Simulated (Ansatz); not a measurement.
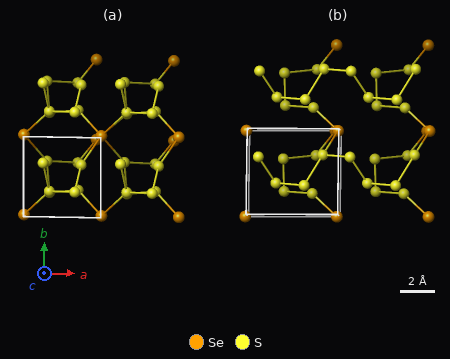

The structure of solid SeS4 (a generated structure, set up in P1) (coarse preliminary run) before (left) and after (right) a relaxation, at one scale.

Style: ball-and-stick. Shown: the cell of the calculation, repeated 2 × 2 × 1 with one cell outlined, along the c axis.

All numbers below come from Ansatz, DFT PBE, scalar-relativistic, plane waves, PAW. Settings: plane-wave cutoff 420 eV; k-point mesh 6 × 6 × 4; occupations gaussian; smearing width 0.2 eV; no spin polarisation; cell and atoms relaxed; force threshold 0.025 eV/Å; at most 60 steps.

**What changed between the two?**

The run was cut off at its time limit before the relaxation converged, so the last structure is only a point on the way. After 5 geometry steps the energy has fallen by 4.598 eV per cell of the calculation. Largest force component: 1.7 eV/Å at the start, 1.7 eV/Å at the end. The pressure goes from 5.65 to 1.61 GPa. An S atom moves most relative to the cell: 0.79 Å along [−3 0 −1]. By element the largest moves are S 0.79 Å, Se 0.24 Å. Cell: a 4.599 → 5.443 Å (+18.3 %), b 4.751 → 5.105 Å (+7.4 %), c 9.132 → 9.678 Å (+6.0 %), α 89.0° → 87.4°, β 90.0° → 91.7°, γ 91.0° → 89.4°. Volume +34.6 %. Near-neighbour distances that change, for instance: S–S 2.771 → 3.983 Å, S–S 2.641 → 3.598 Å, S–S 2.832 → 1.912 Å, S–Se 2.705 → 3.607 Å. New bonds form: S–S (2.83 → 1.91 Å). Bonds break: S–Se (2.69 → 3.59 Å), S–Se (2.71 → 3.61 Å). Bond angles that change, for instance: S–S–S 70.2° → 100.5°, S–S–S 66.6° → 96.2°, S–S–S 62.6° → 86.8°. The space group stays P1 (No. 1).
